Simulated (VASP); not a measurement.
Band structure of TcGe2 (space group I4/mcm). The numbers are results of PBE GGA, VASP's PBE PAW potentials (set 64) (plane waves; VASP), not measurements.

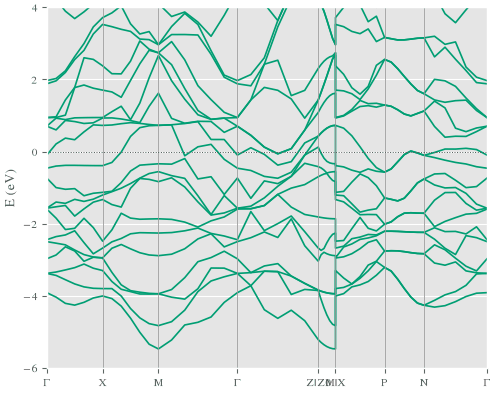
Figure: Bands along high-symmetry lines, zero at the valence-band maximum or, without a gap, the Fermi level

### Question
Read the plot: is there a gap, and where are the band edges?

### Answer
It has no gap at this level: it comes out as a metal or semimetal.

The structure was generated: TcGe2 was put into an ordered model structure, which need not be its known phase. The cell was not relaxed at this level. The k-mesh is coarse (spacing up to 0.51 per Å, 2π included), so the numbers may not be converged in it.
